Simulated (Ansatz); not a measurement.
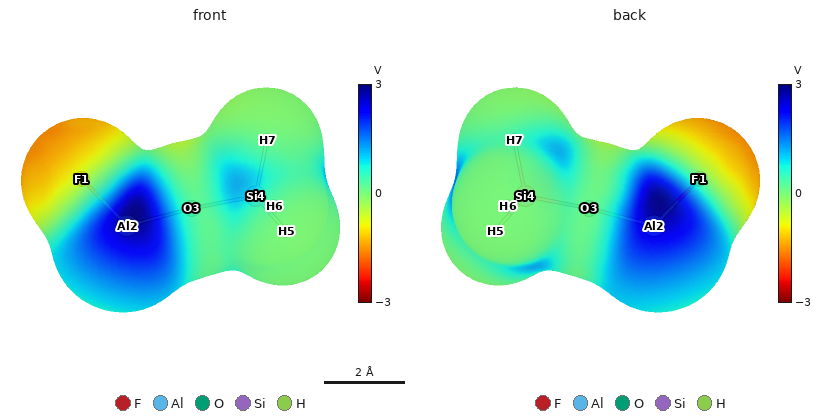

Figure 1: AlFH$_{3}$OSi (doublet). The molecular electrostatic potential painted on the density surface at 0.002 e/bohr³, seen from the front and from behind; the colour scale runs from red (negative) to blue (positive).

Theory: UKS BHLYP/def2-SVP in Ansatz 0.2.0.

Input

```
crystal:
  periodic: [false, false, false]
  atoms:
    - { symbol: F, position_ang: [1.0334, -2.631, 1.1399] }
    - { symbol: Al, position_ang: [-0.4844, -1.5464, 1.0369] }
    - { symbol: O, position_ang: [-0.9204, -0.6645, -0.5387] }
    - { symbol: Si, position_ang: [-0.0136, 0.8628, -0.4289] }
    - { symbol: H, position_ang: [-0.3617, 1.612, -1.6665] }
    - { symbol: H, position_ang: [-0.5868, 1.6372, 0.7252] }
    - { symbol: H, position_ang: [1.3948, 0.6618, -0.3135] }
magnetization:
  spin_polarized: true
  initial_magnetization: 1
basis:
  gaussian: { orbitals: def2-SVP }
hamiltonian:
  xc: { name: BHLYP }
relax:
  f_tol: 0.02
  max_steps: 50
output:
  orbitals: {}
```

Run with:

```sh
ansatz run input.yaml --threads 2 --pin off --max-ram 3072MiB --backend cpu --events-out ev --progress --plain --runs-dir out
```

The fields are those of the run's last geometry, not of the input's.

> Where is the surface potential most negative and most positive?

The most negative region (about −1.5 V) lies over F1, the most positive (about +2.9 V) over Al2.
